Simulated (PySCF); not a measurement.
Methanethiol, SMILES SC, CAM-B3LYP/def2-SVP optimised geometry. Atoms within 1.6 Å of the plane z = 0.0 Å (x, y, z in Å): C1 (0.79, -0.14, 0.00), S2 (-1.03, -0.14, 0.00), H3 (1.20, 0.34, 0.90), H4 (1.10, -1.20, 0.00), H5 (1.20, 0.34, -0.90), H6 (-1.20, 1.20, 0.00).

Level of theory: CAM-B3LYP/def2-TZVP run with PySCF 2.14.0. Cells within 0.4 Å of a nucleus heavier than hydrogen are left out (blank, or x).

Map of the Laplacian of the electron density (e/bohr⁵), clipped to [-1.50, 1.50] on the plane z = 0.0 Å:

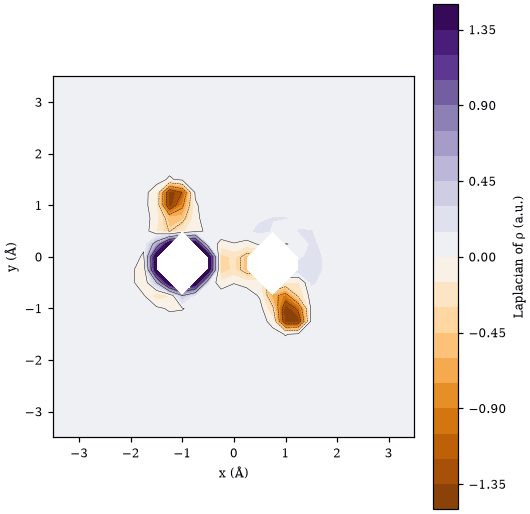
Fig. 1. Laplacian of the electron density (e/bohr⁵), clipped to [-1.50, 1.50] on the plane z = 0.0 Å.
